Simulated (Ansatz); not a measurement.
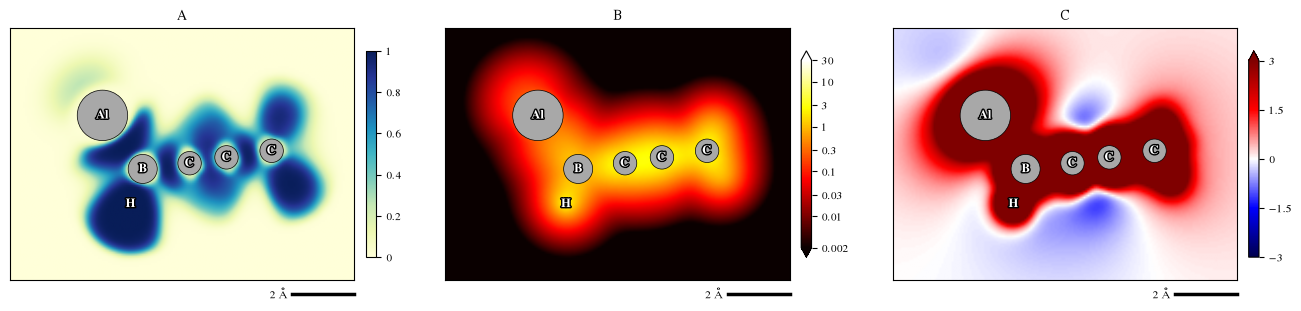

C3H6AlB (SMILES CC#C[BH][AlH2]): 3 fields on the plane of atoms C3, B4 and Al5, with unlabelled colour scales. Grey discs cover the atomic cores.

Computed with Ansatz, RHF/6-31G*.

### Match the panels to the quantities (electron density, electron localisation function and electrostatic potential).

Panel A: electron localisation function. Panel B: electron density. Panel C: electrostatic potential (strongly positive close to the atoms, with negative regions outside electron-rich atoms). From the grid: C–C (1.20 Å): ρ at the midpoint is about 2.8 e/Å³; the ELF peaks at about 0.85 between the atoms: a short, multiple covalent bond. C–B (1.52 Å): the density is about 1.5 e/Å³ at the midpoint; the ELF peaks at about 1 between the atoms; a covalent bond.
